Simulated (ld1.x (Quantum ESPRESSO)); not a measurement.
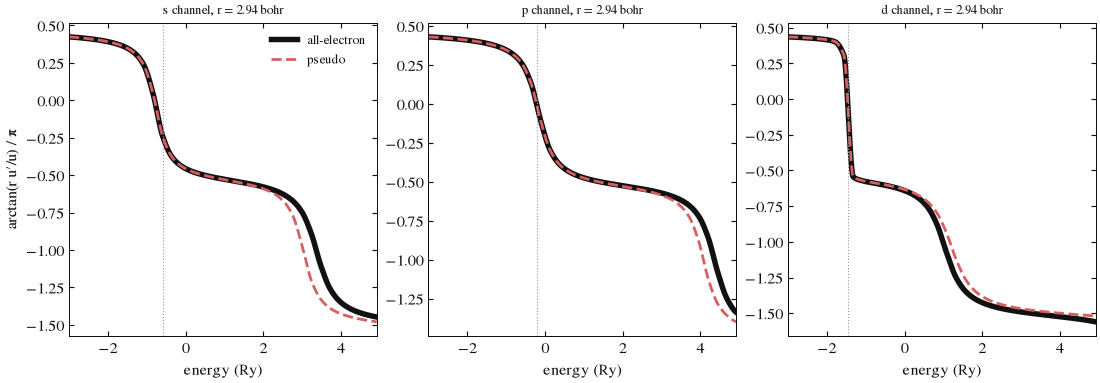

Unwrapped phase arctan(r u′/u) in units of π against energy, all-electron (solid) and pseudo (dashed); the pseudo phase is matched to the all-electron one at the reference energy. Here u = r R(r). A near-vertical step is a level narrower than the spacing of the points behind the curves. The dotted line marks the reference energy of the channel.

Input of ld1.x (Quantum ESPRESSO) 7.5:

```
 &input
   title='In', zed=49., rel=0, dft='BLYP', iswitch=3,
   config='[Kr] 4d10 5s1.75 5p1.25',
   nld=3, rlderiv=2.95, eminld=-3.0, emaxld=5.0, deld=0.02
 /
 &inputp
   pseudotype=2, tm=.true., lloc=0,
   nlcc=.true., rcore=1.55,
   file_pseudopw='In.UPF', file_wfcaegen='ae.wfc', file_wfcncgen='nc.wfc', file_beta='beta', file_chi='chi'
 /
3
5P  2  1   1.25   0.00  2.70  2.70  0.0
4D  3  2  10.00   0.00  1.85  1.85  0.0
5S  1  0   1.75   0.00  2.25  2.25  0.0
 &test
   configts(1)='4d10 5s1.75 5p1.25'
 /
```

Command:
```bash
ld1.x < In.in > In.out
```

Functional and relativity: BLYP, non-relativistic.

Over which energies does the pseudo-atom scatter like the all-electron atom (phases within 0.05 rad)?

Answer. s: up to about 2.1 Ry; p: up to about 3.1 Ry; d: up to about 0.3 Ry.

What does the plot say about ghosts?

Answer. The plot shows none: the two phases stay within 0.98 rad of each other in all channels drawn. The separate test gives: no ghost state below the valence levels in the p, d, s, f channels.

Which channel departs first above its reference energy?

Answer. The d channel: its phase error passes 0.05 rad 1.8 Ry above its reference energy, against 2.7 Ry for s.
